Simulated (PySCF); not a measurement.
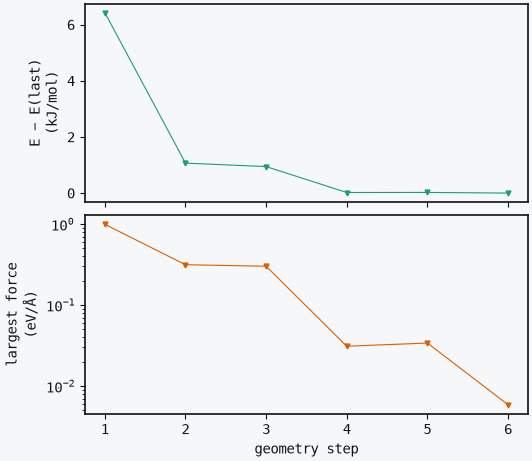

History of a geometry optimisation.

BH2(vinyl) (SMILES [H]B([H])C=C); PBE0-D3(BJ)/def2-SVP, geometry optimisation (PySCF).

Question: How did it end, and what did it gain?

Answer: The optimisation met its thresholds at geometry 6, counting the start as the first. The energy fell by about 6.4 kJ/mol from the first step to the last. The largest force goes from about 0.99 eV/Å at the start to 6 × 10⁻³ eV/Å at the end.
